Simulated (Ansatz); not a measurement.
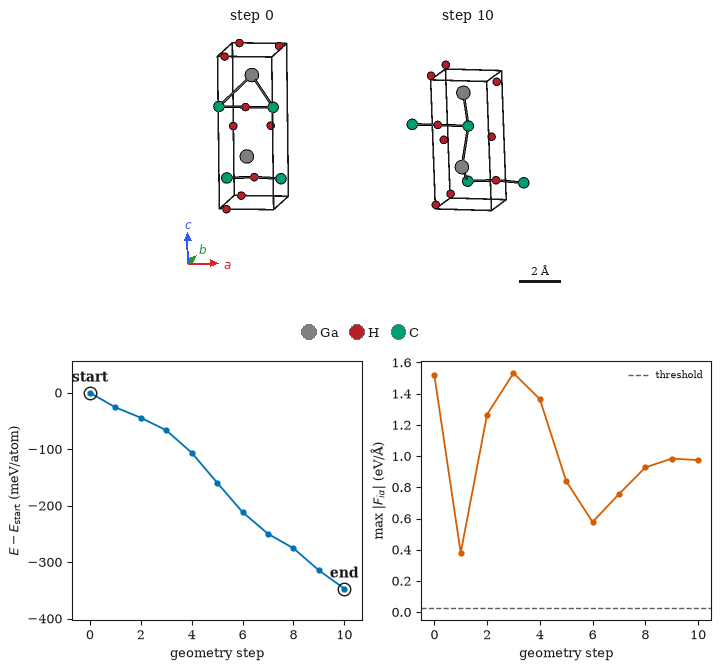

First and last geometry of a relaxation of solid GaH$_{3}$C (a generated structure, set up in P1) (coarse preliminary run), with the history of the run. A ball-and-stick model of the cell of the calculation, seen slightly off an axis.

All numbers below come from DFT PBE, scalar-relativistic, plane waves, PAW in Ansatz. Set-up: plane-wave cutoff 420 eV; k-point mesh 8 × 6 × 4; occupations gaussian; smearing width 0.2 eV; no spin polarisation; cell and atoms relaxed; force threshold 0.025 eV/Å; at most 60 steps.

Read the history and describe the run.

Answer. The run was cut off at its time limit before the relaxation converged, so the last structure is only a point on the way. The energy falls by 347 meV per atom in 10 geometry steps. Largest force component: 1.5 eV/Å at the start, 0.97 eV/Å at the end. Pressure: −0.62 GPa at the start and 1.66 GPa at the end. The largest moves relative to the cell, 1.28 Å, are those of H and C atoms. Largest moves by element: H 1.28 Å, C 1.27 Å, Ga 0.41 Å. Cell: a 2.707 → 2.798 Å (+3.3 %), b 4.174 → 4.135 Å (−1.0 %), c 7.703 → 6.585 Å (−14.5 %), α 93.9° → 98.1°, β 89.2° → 91.0°, γ 89.9° → 89.8°. Volume −13.2 %. Some distances before and after: C–Ga 2.792 → 2.005 Å, C–Ga 2.847 → 2.101 Å, C–Ga 2.603 → 1.974 Å, C–Ga 2.882 → 2.274 Å. New bonds form: C–Ga (2.79 → 2.00 Å), C–Ga (2.85 → 2.10 Å), C–Ga (2.88 → 2.27 Å), C–Ga (2.89 → 2.30 Å). The space group stays P1 (No. 1). Cost: 4.9 min on 1 thread of Intel(R) Xeon(R) Platinum 8488C (Sapphire Rapids) (shared host), peak memory 0.53 GiB.
